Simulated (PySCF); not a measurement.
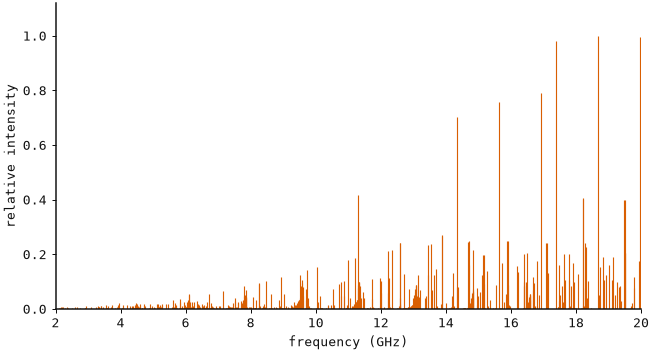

Simulated rotational absorption lines between 2 and 20 GHz at 3 K: rigid rotor with the equilibrium constants and dipole of one optimised conformer (PBE0-D3(BJ)/def2-SVP, PySCF 2.14.0), commonest isotopes; no centrifugal distortion, hyperfine structure, internal rotation or nuclear-spin weights; lines within 1 MHz of each other are summed.

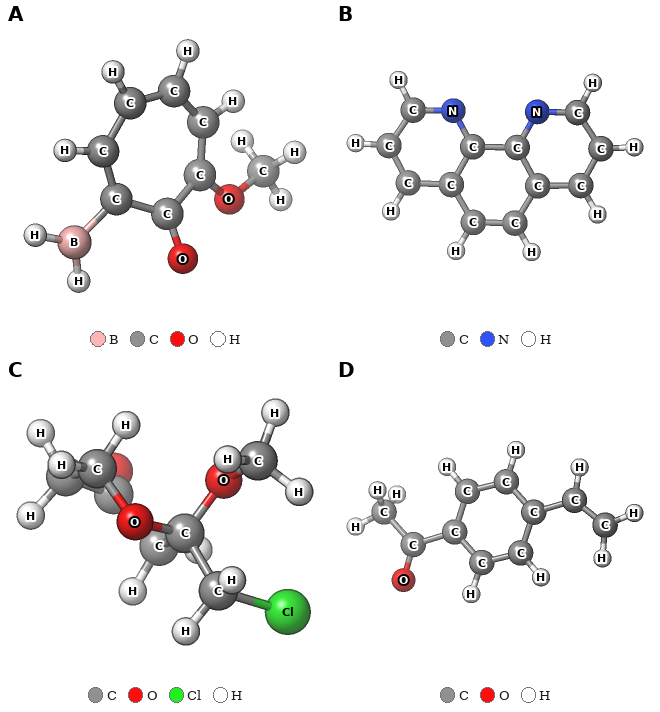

Which molecule gives this spectrum? Choose among the lettered structures.

Structure C, C₇H₁₁ClO₃, SMILES CO[C@]1(CCl)CC(=O)CCO1. Rotational constants A, B, C = 1.520, 0.6910, 0.6002 GHz, |μa|, |μb|, |μc| = 0.26, 3.12, 2.00 D.

Known limits of this run: coarse grid, loose stop and no frequency check, small forces are noise and the end may be a saddle.
